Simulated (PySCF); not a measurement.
# C₂H₅NOSi: NMR shifts and electronic excitations at several levels of theory

Aim: compute the NMR shifts and electronic excitations of C₂H₅NOSi (`C[Si@H](O)C#N`) at several levels, and see how far they spread and what each costs.

Computed with PySCF 2.14.0, with density-fitted response routines of our own, on a single molecule in the gas phase. Atoms are numbered from 0 throughout.

## 1. The molecule as given

10 atoms, charge 0, multiplicity 1; geometry from: GFN2-xTB. The atoms were then displaced at random by about 0.01 Å, so the start is not that level's minimum.

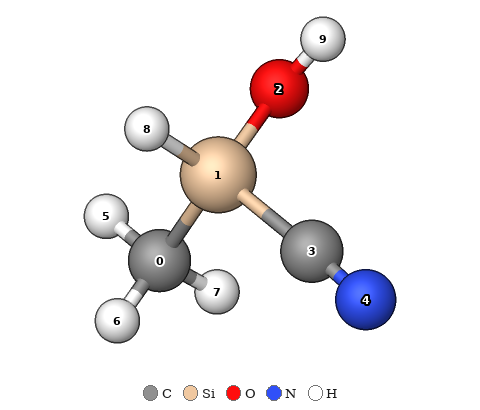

As it starts; carbon grey, silicon light orange, oxygen red, nitrogen blue, hydrogen white, atoms numbered.

## 2. Optimising the geometry at PBE0-D3(BJ)/def2-SVP

What the job is given:

```
{"job": {"xc": "PBE0", "basis": "def2-SVP", "d3": "d3bj", "grid": 1, "shake": 0.01, "kind": "geom"}, "charge": 0, "multiplicity": 1}
C     -1.353320    -0.420680    -0.223340
Si     0.263770     0.265580     0.419790
O      0.474230     1.690390    -0.336200
C      1.667770    -0.920810    -0.068240
N      2.466070    -1.658290    -0.366990
H     -2.191670     0.285110     0.015730
H     -1.591780    -1.366360     0.205950
H     -1.339480    -0.503630    -1.313140
H      0.362690     0.404370     1.897010
H      1.292160     2.203380    -0.251630
```

Launch:

```
OMP_NUM_THREADS=1 python probes_run.py task.json out
```

The driver reads the jobs from task.json and runs them one after another.

The program printed:

```text
step   0  E = -498.12240891  max force = 0.072063
step   1  E = -498.12691175  max force = 0.010048
step   2  E = -498.12731671  max force = 0.002817
step   3  E = -498.12757798  max force = 0.003676
step   4  E = -498.12771195  max force = 0.003117
step   5  E = -498.12777985  max force = 0.001040
step   6  E = -498.12779532  max force = 0.000454
step   7  E = -498.12780668  max force = 0.000960
step   8  E = -498.12781578  max force = 0.000969
step   9  E = -498.12782202  max force = 0.000542
step  10  E = -498.12782581  max force = 0.000390
optimisation converged
```

Wall time 51 s (1 thread of Arm Neoverse N1, shared host); peak memory 0.41 GiB.

Step by step:

```csv
step,energy from step 0 (eV),largest force component (eV/Å)
0,0.0000,3.7056
1,-0.1225,0.5167
2,-0.1335,0.1449
3,-0.1407,0.1890
4,-0.1443,0.1603
5,-0.1462,0.0535
6,-0.1466,0.0233
7,-0.1469,0.0494
8,-0.1471,0.0498
9,-0.1473,0.0279
10,-0.1474,0.0201
```

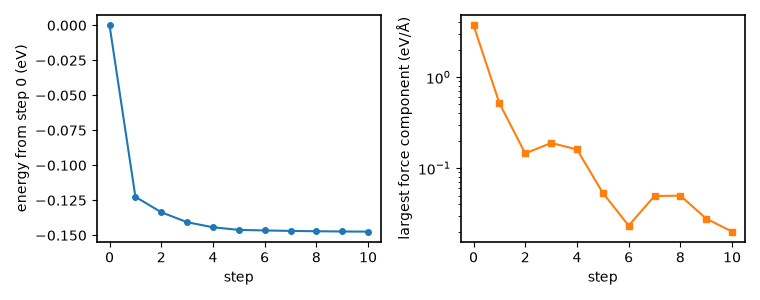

Energy and largest force along the relaxation.

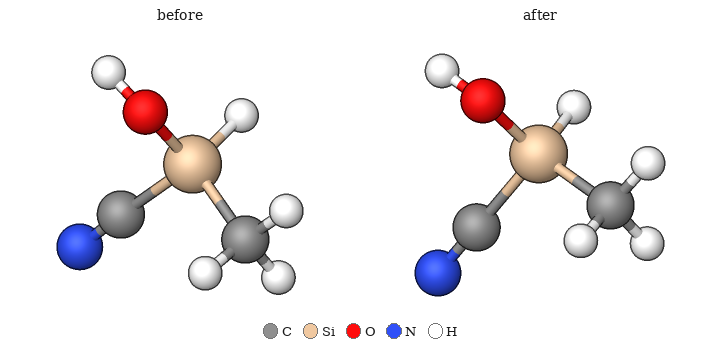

Before and after, at one scale.

Close pairs (by a distance rule), those that changed most:

```csv
bond,before (Å),after (Å),change (Å)
C0–H6,1.066,1.100,+0.035
C3–N4,1.127,1.160,+0.033
Si1–O2,1.627,1.657,+0.031
Si1–C3,1.902,1.873,-0.029
C0–H5,1.122,1.101,-0.021
C0–Si1,1.871,1.850,-0.020
O2–H9,0.969,0.962,-0.007
C0–H7,1.093,1.100,+0.007
```

The next job starts from the end point, and lists it.

```csv
at the end point,value
point group (found at 0.08 Å tolerance),C1
"rotational constants (GHz, main isotopes)","5.945, 2.846, 2.149"
dipole moment (D),3.14
```

## 3. NMR shieldings: PBE0/6-31G*

What the job is given:

```
{"job": {"kind": "nmr", "xc": "PBE0", "basis": "6-31G*", "pop": true}, "charge": 0, "multiplicity": 1}
C     -1.431089    -0.142707     0.055144
Si     0.365168     0.206561     0.329642
O      0.747892     1.616492    -0.452951
C      1.370318    -1.186376    -0.416168
N      1.990822    -2.046708    -0.885347
H     -2.044106     0.659910     0.492625
H     -1.719567    -1.097316     0.519917
H     -1.646790    -0.197768    -1.022255
H      0.758016     0.238249     1.766652
H      1.658276     1.923824    -0.409428
```

Level: GIAO PBE0/6-31G* NMR shielding, non-relativistic, gas phase.

The program printed:

```text
coarse grid: 9048 points
cycle   1  E = -498.2728271823  dE =  4.083e-01  |g| = 7.623e-01  |ddm| = 2.980e+00
cycle   2  E = -498.0454952495  dE =  2.273e-01  |g| = 1.293e+00  |ddm| = 1.539e+00
cycle   3  E = -498.3830403367  dE = -3.375e-01  |g| = 2.221e-01  |ddm| = 1.061e+00
cycle   4  E = -498.3926691403  dE = -9.629e-03  |g| = 8.899e-02  |ddm| = 1.866e-01
cycle   5  E = -498.3943101825  dE = -1.641e-03  |g| = 2.244e-02  |ddm| = 7.265e-02
cycle   6  E = -498.3944287375  dE = -1.186e-04  |g| = 3.687e-03  |ddm| = 1.959e-02
cycle   7  E = -498.3944322936  dE = -3.556e-06  |g| = 7.959e-04  |ddm| = 3.922e-03
final grid: 83408 points
cycle   8  E = -498.3436070557  dE = -1.180e-05  |g| = 6.623e-03  |ddm| = 1.334e-02
cycle   9  E = -498.3435996571  dE =  7.399e-06  |g| = 8.959e-03  |ddm| = 1.231e-02
cycle  10  E = -498.3436172621  dE = -1.761e-05  |g| = 1.534e-03  |ddm| = 7.118e-03
cycle  11  E = -498.3436177572  dE = -4.951e-07  |g| = 3.985e-04  |ddm| = 1.127e-03
cycle  12  E = -498.3436177894  dE = -3.224e-08  |g| = 1.111e-04  |ddm| = 3.240e-04
cycle  13  E = -498.3436177919  dE = -2.499e-09  |g| = 3.009e-05  |ddm| = 1.008e-04
cycle  14  E = -498.3436177922  dE = -2.312e-10  |g| = 3.991e-06  |ddm| = 2.930e-05
converged SCF energy = -498.3436177922

GIAO shielding tensors (ppm)
atom      isotropic    diamagn.    paramagn.     s11        s22        s33       span
  0 C      196.031     252.561     -56.530    185.555    200.632    201.906     16.352
  1 Si     440.276     881.541    -441.265    364.973    452.533    503.323    138.350
  2 O      306.408     389.054     -82.646    284.065    301.685    333.475     49.410
  3 C       78.893     259.714    -180.821    -27.048    -24.836    288.562    315.610
  4 N      -54.447     336.348    -390.795   -232.485   -223.674    292.819    525.304
  5 H       31.510      29.132       2.378     27.288     28.910     38.332     11.044
  6 H       31.858      29.453       2.405     27.776     29.049     38.749     10.972
  7 H       31.290      29.782       1.508     27.247     29.110     37.512     10.265
  8 H       26.807      28.970      -2.163     24.026     24.559     31.835      7.810
  9 H       30.844      27.306       3.538     23.040     25.875     43.618     20.578
```

Wall time 10 s (1 thread of Arm Neoverse N1, shared host); peak memory 0.46 GiB.

Shifts follow as δ = σ(reference) − σ, with reference shieldings (ppm) from runs at the same level and on the same kind of geometry: ¹H TMS 31.96, ¹³C TMS 194.1, ²⁹Si TMS 418.1, ¹⁵N NH3 259.4, ¹⁷O H2O 324.2. The references are single molecules in the gas phase, so shifts against H2O, NH3, PH3, H3PO4 or CFCl3 are not on the usual liquid scales and can be off by tens of ppm. Atoms listed in one row are averaged.

```csv
atoms,environment,σ (ppm),δ (ppm)
C3,nitrile carbon,78.9,115.2
C0,methyl carbon bonded to Si,196.0,-1.9
H8,"hydrogen on a silicon bonded to 2 C, O",26.81,5.16
H9,hydrogen on an oxygen bonded to Si,30.84,1.12
"H5, H6, H7",hydrogen on a methyl carbon bonded to Si,31.55,0.41
Si1,"silicon bonded to 2 C, O, H",440.3,-22.2
O2,"oxygen bonded to Si, H",306.4,17.8
N4,nitrile nitrogen,-54.4,313.8
```

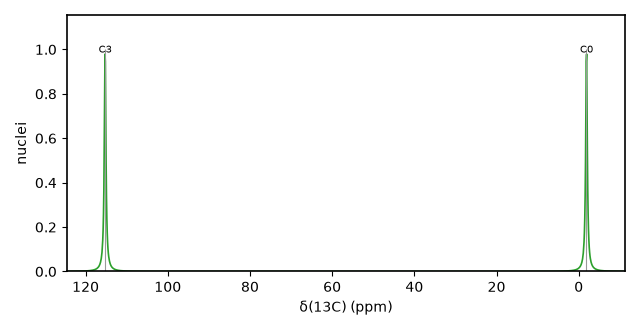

¹³C lines at the computed shifts, without couplings. Lines are broadened to a width of 0.47 ppm (Lorentzian).

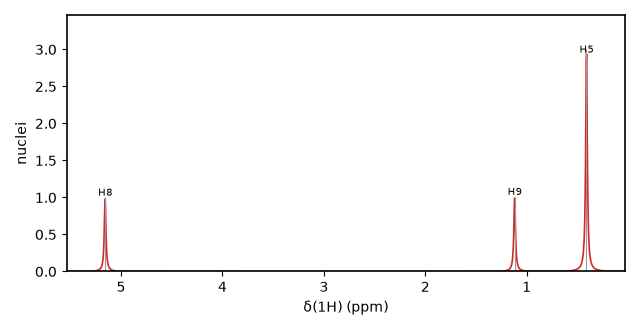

¹H lines at the computed shifts, without couplings. Lines are broadened to a width of 0.02 ppm (Lorentzian).

The run also stored atomic charges by several schemes (e):

```csv
atoms,Mulliken,IAO,Hirshfeld,ESP fit
C0,-0.78,-0.73,-0.18,-0.58
Si1,0.78,1.14,0.43,0.76
O2,-0.72,-0.77,-0.30,-0.67
C3,-0.02,-0.19,-0.04,0.06
N4,-0.27,-0.19,-0.20,-0.34
```

Hirshfeld charges:

```csv
atom,value (e)
C0,-0.18
Si1,0.43
O2,-0.30
C3,-0.04
N4,-0.20
H5,0.06
H6,0.06
H7,0.06
H8,-0.07
H9,0.19
```

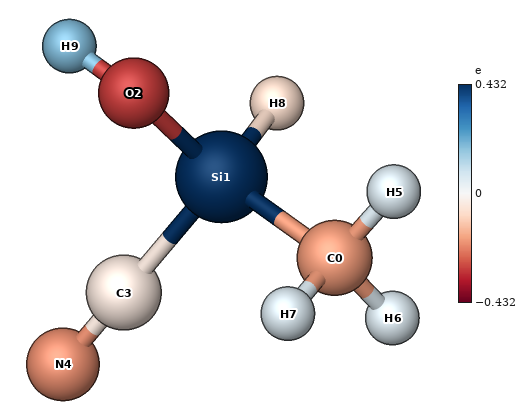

Hirshfeld charges, as colours on the atoms.

Mayer bond orders: C0–Si1 0.99, Si1–O2 1.06, Si1–C3 0.87, C3–N4 2.80.

## 4. NMR shieldings: PBE0/6-311+G(2d,p)

The job, as its differences from that of step 3:

```diff
@@ -1,2 +1,2 @@
-{"job": {"kind": "nmr", "xc": "PBE0", "basis": "6-31G*", "pop": true}, "charge": 0, "multiplicity": 1}
+{"job": {"kind": "nmr", "xc": "PBE0", "basis": "6-311+G(2d,p)", "pop": true}, "charge": 0, "multiplicity": 1}
 C     -1.431089    -0.142707     0.055144
```

Level: GIAO PBE0/6-311+G(2d,p) NMR shielding, non-relativistic, gas phase.

The program printed:

```text
coarse grid: 9048 points
cycle   1  E = -498.3257964415  dE =  3.869e-01  |g| = 8.012e-01  |ddm| = 2.646e+00
cycle   2  E = -498.0631388427  dE =  2.627e-01  |g| = 1.399e+00  |ddm| = 1.383e+00
cycle   3  E = -498.4384403150  dE = -3.753e-01  |g| = 2.233e-01  |ddm| = 1.010e+00
cycle   4  E = -498.4469893323  dE = -8.549e-03  |g| = 1.050e-01  |ddm| = 1.642e-01
cycle   5  E = -498.4491710905  dE = -2.182e-03  |g| = 2.986e-02  |ddm| = 7.021e-02
cycle   6  E = -498.4493586524  dE = -1.876e-04  |g| = 4.198e-03  |ddm| = 1.918e-02
cycle   7  E = -498.4493627930  dE = -4.141e-06  |g| = 1.244e-03  |ddm| = 4.250e-03
final grid: 83408 points
cycle   8  E = -498.4515539072  dE = -3.016e-05  |g| = 7.738e-03  |ddm| = 2.839e-02
cycle   9  E = -498.4515408202  dE =  1.309e-05  |g| = 1.114e-02  |ddm| = 1.108e-02
cycle  10  E = -498.4515651680  dE = -2.435e-05  |g| = 2.074e-03  |ddm| = 6.715e-03
cycle  11  E = -498.4515660365  dE = -8.685e-07  |g| = 5.410e-04  |ddm| = 1.248e-03
cycle  12  E = -498.4515660846  dE = -4.807e-08  |g| = 2.317e-04  |ddm| = 3.872e-04
cycle  13  E = -498.4515660955  dE = -1.089e-08  |g| = 2.929e-05  |ddm| = 1.490e-04
cycle  14  E = -498.4515660957  dE = -2.005e-10  |g| = 6.472e-06  |ddm| = 3.290e-05
converged SCF energy = -498.4515660957

GIAO shielding tensors (ppm)
atom      isotropic    diamagn.    paramagn.     s11        s22        s33       span
  0 C      188.538     248.103     -59.565    177.647    193.032    194.934     17.287
  1 Si     373.596     876.545    -502.950    296.573    384.415    439.799    143.226
  2 O      296.586     384.053     -87.468    276.146    290.319    323.291     47.145
  3 C       59.584     266.323    -206.739    -56.208    -53.966    288.926    345.133
  4 N      -83.584     321.945    -405.529   -274.716   -264.012    287.977    562.692
  5 H       30.977      29.239       1.738     27.135     28.243     37.553     10.417
  6 H       31.333      29.338       1.994     27.484     28.532     37.983     10.499
  7 H       30.812      29.744       1.067     27.291     28.534     36.611      9.320
  8 H       26.177      27.976      -1.799     23.610     24.066     30.855      7.245
  9 H       30.718      29.600       1.117     23.028     25.639     43.486     20.458
```

Run time: 22 s. Hardware: 1 thread of Arm Neoverse N1, shared host; peak memory 0.84 GiB.

Key values: δ C3 126.9, C0 -2.1, Si1 -29.2, O2 30.0, H8 5.33, H9 0.79 ppm.

## 5. Shielding tensors: PBE0/def2-SVP

The job, as its differences from that of step 4:

```diff
@@ -1,2 +1,2 @@
-{"job": {"kind": "nmr", "xc": "PBE0", "basis": "6-311+G(2d,p)", "pop": true}, "charge": 0, "multiplicity": 1}
+{"job": {"kind": "nmr", "xc": "PBE0", "basis": "def2-SVP", "pop": true}, "charge": 0, "multiplicity": 1}
 C     -1.431089    -0.142707     0.055144
```

Method: GIAO PBE0/def2-SVP NMR shielding, non-relativistic, gas phase.

The program printed:

```text
coarse grid: 9048 points
cycle   1  E = -497.9337955355  dE =  3.711e-01  |g| = 7.592e-01  |ddm| = 3.248e+00
cycle   2  E = -497.6954619499  dE =  2.383e-01  |g| = 1.310e+00  |ddm| = 1.747e+00
cycle   3  E = -498.0423846032  dE = -3.469e-01  |g| = 2.186e-01  |ddm| = 1.223e+00
cycle   4  E = -498.0515612707  dE = -9.177e-03  |g| = 9.014e-02  |ddm| = 1.907e-01
cycle   5  E = -498.0532539805  dE = -1.693e-03  |g| = 2.221e-02  |ddm| = 7.546e-02
cycle   6  E = -498.0533702295  dE = -1.162e-04  |g| = 3.747e-03  |ddm| = 2.112e-02
cycle   7  E = -498.0533738869  dE = -3.657e-06  |g| = 8.600e-04  |ddm| = 4.266e-03
final grid: 83408 points
cycle   8  E = -498.1212109219  dE = -1.017e-05  |g| = 7.117e-03  |ddm| = 1.563e-02
cycle   9  E = -498.1212001390  dE =  1.078e-05  |g| = 1.017e-02  |ddm| = 1.433e-02
cycle  10  E = -498.1212219834  dE = -2.184e-05  |g| = 1.518e-03  |ddm| = 8.612e-03
cycle  11  E = -498.1212224800  dE = -4.966e-07  |g| = 3.839e-04  |ddm| = 1.154e-03
cycle  12  E = -498.1212225099  dE = -2.996e-08  |g| = 9.906e-05  |ddm| = 3.197e-04
cycle  13  E = -498.1212225120  dE = -2.078e-09  |g| = 2.191e-05  |ddm| = 9.052e-05
cycle  14  E = -498.1212225122  dE = -1.352e-10  |g| = 3.132e-06  |ddm| = 2.527e-05
converged SCF energy = -498.1212225122

GIAO shielding tensors (ppm)
atom      isotropic    diamagn.    paramagn.     s11        s22        s33       span
  0 C      196.191     249.070     -52.879    186.258    199.835    202.479     16.221
  1 Si     446.359     882.259    -435.900    377.248    454.308    507.521    130.274
  2 O      313.237     382.882     -69.645    292.247    311.330    336.134     43.887
  3 C       74.857     272.041    -197.184    -32.866    -31.399    288.836    321.703
  4 N      -64.055     326.656    -390.711   -246.009   -237.162    291.006    537.015
  5 H       30.883      29.058       1.826     26.875     27.978     37.798     10.923
  6 H       31.299      29.561       1.738     27.345     28.383     38.169     10.825
  7 H       30.697      29.900       0.797     26.958     28.255     36.877      9.920
  8 H       26.417      29.229      -2.813     23.691     24.259     31.300      7.609
  9 H       30.311      29.523       0.787     22.267     25.078     43.587     21.320
```

It took 11 s on 1 thread of Arm Neoverse N1, shared host; peak memory 0.5 GiB.

In short: δ C3 118.9, C0 -2.5, Si1 -39.2, O2 29.8, H8 4.93, H9 1.03 ppm.

## 6. Nuclear shieldings: PBE0/def2-TZVP

The job, as its differences from that of step 5:

```diff
@@ -1,2 +1,2 @@
-{"job": {"kind": "nmr", "xc": "PBE0", "basis": "def2-SVP", "pop": true}, "charge": 0, "multiplicity": 1}
+{"job": {"kind": "nmr", "xc": "PBE0", "basis": "def2-TZVP", "pop": true}, "charge": 0, "multiplicity": 1}
 C     -1.431089    -0.142707     0.055144
```

Level: GIAO PBE0/def2-TZVP NMR shielding, non-relativistic, gas phase.

The program printed:

```text
coarse grid: 9048 points
cycle   1  E = -498.3557374312  dE =  3.824e-01  |g| = 8.039e-01  |ddm| = 2.446e+00
cycle   2  E = -498.0988326839  dE =  2.569e-01  |g| = 1.394e+00  |ddm| = 1.299e+00
cycle   3  E = -498.4687262337  dE = -3.699e-01  |g| = 2.258e-01  |ddm| = 9.311e-01
cycle   4  E = -498.4775300263  dE = -8.804e-03  |g| = 1.060e-01  |ddm| = 1.479e-01
cycle   5  E = -498.4797523775  dE = -2.222e-03  |g| = 2.948e-02  |ddm| = 6.682e-02
cycle   6  E = -498.4799359669  dE = -1.836e-04  |g| = 4.092e-03  |ddm| = 1.912e-02
cycle   7  E = -498.4799399593  dE = -3.992e-06  |g| = 1.231e-03  |ddm| = 3.500e-03
final grid: 83408 points
cycle   8  E = -498.4730012329  dE = -2.910e-05  |g| = 7.532e-03  |ddm| = 2.570e-02
cycle   9  E = -498.4729892456  dE =  1.199e-05  |g| = 1.076e-02  |ddm| = 1.049e-02
cycle  10  E = -498.4730120781  dE = -2.283e-05  |g| = 2.119e-03  |ddm| = 6.468e-03
cycle  11  E = -498.4730129882  dE = -9.101e-07  |g| = 5.303e-04  |ddm| = 1.160e-03
cycle  12  E = -498.4730130362  dE = -4.799e-08  |g| = 2.030e-04  |ddm| = 3.526e-04
cycle  13  E = -498.4730130443  dE = -8.148e-09  |g| = 3.214e-05  |ddm| = 1.241e-04
cycle  14  E = -498.4730130446  dE = -2.384e-10  |g| = 6.785e-06  |ddm| = 2.773e-05
converged SCF energy = -498.4730130446

GIAO shielding tensors (ppm)
atom      isotropic    diamagn.    paramagn.     s11        s22        s33       span
  0 C      189.063     247.012     -57.949    178.371    193.192    195.627     17.256
  1 Si     362.771     874.851    -512.080    285.429    373.981    428.903    143.475
  2 O      295.991     382.565     -86.574    276.765    290.859    320.348     43.582
  3 C       58.952     264.937    -205.985    -56.759    -54.996    288.611    345.370
  4 N      -87.965     326.568    -414.533   -281.008   -270.712    287.825    568.833
  5 H       30.983      28.821       2.162     27.206     28.259     37.485     10.279
  6 H       31.324      29.027       2.297     27.517     28.521     37.933     10.416
  7 H       30.827      29.305       1.522     27.401     28.554     36.526      9.125
  8 H       26.177      29.235      -3.058     23.706     24.101     30.725      7.020
  9 H       30.581      28.504       2.078     22.963     25.371     43.410     20.448
```

It took 26 s on 1 thread of Arm Neoverse N1, shared host; peak memory 0.86 GiB.

This run: δ C3 127.7, C0 -2.4, Si1 -31.2, O2 36.6, H8 5.30, H9 0.90 ppm.

## 7. Shielding tensors: PBE0/cc-pVDZ

The job, as its differences from that of step 6:

```diff
@@ -1,2 +1,2 @@
-{"job": {"kind": "nmr", "xc": "PBE0", "basis": "def2-TZVP", "pop": true}, "charge": 0, "multiplicity": 1}
+{"job": {"kind": "nmr", "xc": "PBE0", "basis": "cc-pVDZ", "pop": true}, "charge": 0, "multiplicity": 1}
 C     -1.431089    -0.142707     0.055144
```

Level: GIAO PBE0/cc-pVDZ NMR shielding, non-relativistic, gas phase.

The program printed:

```text
coarse grid: 9048 points
cycle   1  E = -498.2424461364  dE =  4.397e-01  |g| = 7.673e-01  |ddm| = 5.872e+00
cycle   2  E = -497.9960485503  dE =  2.464e-01  |g| = 1.330e+00  |ddm| = 2.628e+00
cycle   3  E = -498.3531453388  dE = -3.571e-01  |g| = 2.204e-01  |ddm| = 1.679e+00
cycle   4  E = -498.3624896225  dE = -9.344e-03  |g| = 9.106e-02  |ddm| = 3.361e-01
cycle   5  E = -498.3642075193  dE = -1.718e-03  |g| = 2.281e-02  |ddm| = 1.210e-01
cycle   6  E = -498.3643298744  dE = -1.224e-04  |g| = 3.815e-03  |ddm| = 3.988e-02
cycle   7  E = -498.3643337130  dE = -3.839e-06  |g| = 8.907e-04  |ddm| = 8.384e-03
final grid: 83408 points
cycle   8  E = -498.3752820783  dE = -1.098e-05  |g| = 6.743e-03  |ddm| = 3.852e-02
cycle   9  E = -498.3752746229  dE =  7.455e-06  |g| = 9.046e-03  |ddm| = 2.420e-02
cycle  10  E = -498.3752927179  dE = -1.809e-05  |g| = 1.245e-03  |ddm| = 1.340e-02
cycle  11  E = -498.3752930275  dE = -3.096e-07  |g| = 3.849e-04  |ddm| = 1.815e-03
cycle  12  E = -498.3752930571  dE = -2.962e-08  |g| = 1.241e-04  |ddm| = 5.344e-04
cycle  13  E = -498.3752930603  dE = -3.202e-09  |g| = 2.924e-05  |ddm| = 1.804e-04
cycle  14  E = -498.3752930606  dE = -2.186e-10  |g| = 3.713e-06  |ddm| = 5.873e-05
converged SCF energy = -498.3752930606

GIAO shielding tensors (ppm)
atom      isotropic    diamagn.    paramagn.     s11        s22        s33       span
  0 C      198.671     246.271     -47.599    188.934    202.102    204.979     16.045
  1 Si     450.546     884.257    -433.711    384.343    458.024    509.271    124.928
  2 O      316.943     380.529     -63.585    292.428    316.420    341.982     49.554
  3 C       77.351     262.151    -184.801    -29.575    -27.980    289.607    319.182
  4 N      -61.020     338.786    -399.806   -242.227   -232.347    291.513    533.740
  5 H       30.832      28.594       2.238     26.937     27.939     37.620     10.683
  6 H       31.200      29.073       2.126     27.329     28.336     37.934     10.606
  7 H       30.630      29.480       1.150     26.947     28.161     36.784      9.837
  8 H       26.416      29.523      -3.107     23.615     24.104     31.529      7.914
  9 H       30.524      29.886       0.638     22.532     25.266     43.775     21.242
```

It took 12 s on 1 thread of Arm Neoverse N1, shared host; peak memory 0.53 GiB.

Key values: δ C3 119.4, C0 -1.9, Si1 -31.9, O2 26.4, H8 4.87, H9 0.77 ppm.

## 8. NMR shieldings: PBE0/cc-pVTZ

The job, as its differences from that of step 7:

```diff
@@ -1,2 +1,2 @@
-{"job": {"kind": "nmr", "xc": "PBE0", "basis": "cc-pVDZ", "pop": true}, "charge": 0, "multiplicity": 1}
+{"job": {"kind": "nmr", "xc": "PBE0", "basis": "cc-pVTZ", "pop": true}, "charge": 0, "multiplicity": 1}
 C     -1.431089    -0.142707     0.055144
```

Method: GIAO PBE0/cc-pVTZ NMR shielding, non-relativistic, gas phase.

The program printed:

```text
coarse grid: 9048 points
cycle   1  E = -498.3440390617  dE =  3.893e-01  |g| = 8.050e-01  |ddm| = 6.164e+00
cycle   2  E = -498.0907965260  dE =  2.532e-01  |g| = 1.390e+00  |ddm| = 2.489e+00
cycle   3  E = -498.4572964138  dE = -3.665e-01  |g| = 2.264e-01  |ddm| = 1.649e+00
cycle   4  E = -498.4662204071  dE = -8.924e-03  |g| = 1.041e-01  |ddm| = 3.393e-01
cycle   5  E = -498.4683626230  dE = -2.142e-03  |g| = 2.876e-02  |ddm| = 1.317e-01
cycle   6  E = -498.4685356136  dE = -1.730e-04  |g| = 4.142e-03  |ddm| = 4.331e-02
cycle   7  E = -498.4685397039  dE = -4.090e-06  |g| = 1.285e-03  |ddm| = 8.520e-03
final grid: 83408 points
cycle   8  E = -498.4658349036  dE = -3.902e-05  |g| = 7.686e-03  |ddm| = 7.202e-02
cycle   9  E = -498.4658231259  dE =  1.178e-05  |g| = 1.085e-02  |ddm| = 2.554e-02
cycle  10  E = -498.4658462886  dE = -2.316e-05  |g| = 2.112e-03  |ddm| = 1.473e-02
cycle  11  E = -498.4658471883  dE = -8.997e-07  |g| = 5.288e-04  |ddm| = 2.625e-03
cycle  12  E = -498.4658472356  dE = -4.734e-08  |g| = 2.099e-04  |ddm| = 7.522e-04
cycle  13  E = -498.4658472442  dE = -8.552e-09  |g| = 3.486e-05  |ddm| = 2.837e-04
cycle  14  E = -498.4658472445  dE = -2.824e-10  |g| = 7.122e-06  |ddm| = 6.533e-05
converged SCF energy = -498.4658472445

GIAO shielding tensors (ppm)
atom      isotropic    diamagn.    paramagn.     s11        s22        s33       span
  0 C      189.617     243.990     -54.373    179.091    193.467    196.292     17.202
  1 Si     386.720     887.075    -500.354    313.045    398.045    449.071    136.027
  2 O      302.898     374.912     -72.014    284.029    298.361    326.305     42.276
  3 C       60.916     265.572    -204.656    -53.779    -51.937    288.464    342.243
  4 N      -87.107     334.163    -421.270   -280.011   -269.706    288.396    568.407
  5 H       30.795      28.756       2.039     26.893     27.987     37.506     10.614
  6 H       31.112      29.028       2.084     27.186     28.202     37.949     10.763
  7 H       30.613      29.352       1.261     27.028     28.260     36.551      9.523
  8 H       26.186      29.127      -2.941     23.585     24.048     30.925      7.339
  9 H       30.201      29.579       0.622     22.168     24.771     43.665     21.497
```

Wall time 33 s (1 thread of Arm Neoverse N1, shared host); peak memory 0.95 GiB.

In short: δ C3 126.4, C0 -2.3, Si1 -26.7, O2 31.9, H8 5.11, H9 1.09 ppm.

(Part 1 of 2 ends here.)
